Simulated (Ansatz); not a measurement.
Molecule (SMILES): N (NH3).
Atoms: N1, H2, H3, H4. Bonds: N1-H2, N1-H3, N1-H4.

Basis-set convergence of the harmonic zero-point energy at B3LYP with Ansatz (an electronic-structure program). Each level at its own minimum, finite differences of forces, unscaled; the reference is a large set that could be run, not a limit. Cartesian d functions, on some or all atoms, in 6-31G*, 6-31G**; all else is spherical. The program fits the integrals of some runs and decomposes those of others, by size. Core-valence sets carry the plain set on hydrogen. No added dispersion term, no relativity. Reference: the value in aug-pcseg-2, 21.45 kcal/mol, itself unsure by roughly 0.02 kcal/mol (its mean distance from aug-cc-pVTZ, def2-TZVPPD). Deviations are taken from unrounded values.

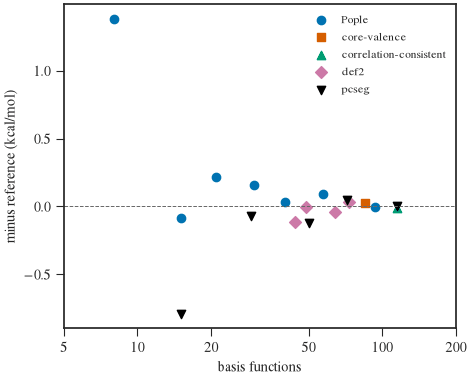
Figure: Deviation from the reference against the number of basis functions, by family of sets.

```csv
basis,functions,harmonic zero-point energy (kcal/mol),minus reference (kcal/mol)
STO-3G,8,22.83,1.38
6-31G,15,21.37,-0.08
pcseg-0,15,20.66,-0.79
6-31G*,21,21.67,0.22
pcseg-1,29,21.38,-0.07
6-31G**,30,21.61,0.16
6-311+G**,40,21.48,0.03
def2-SVPD,44,21.34,-0.11
def2-TZVP,49,21.44,-0.01
aug-pcseg-1,50,21.33,-0.12
"6-311++G(2d,2p)",57,21.54,0.09
def2-TZVPD,64,21.41,-0.04
pcseg-2,72,21.50,0.05
def2-TZVPP,73,21.48,0.03
cc-pCVTZ,85,21.47,0.02
"6-311++G(3df,3pd)",93,21.44,-0.01
aug-cc-pVTZ,115,21.44,-0.01
aug-pcseg-2,115,21.45,0.00
```
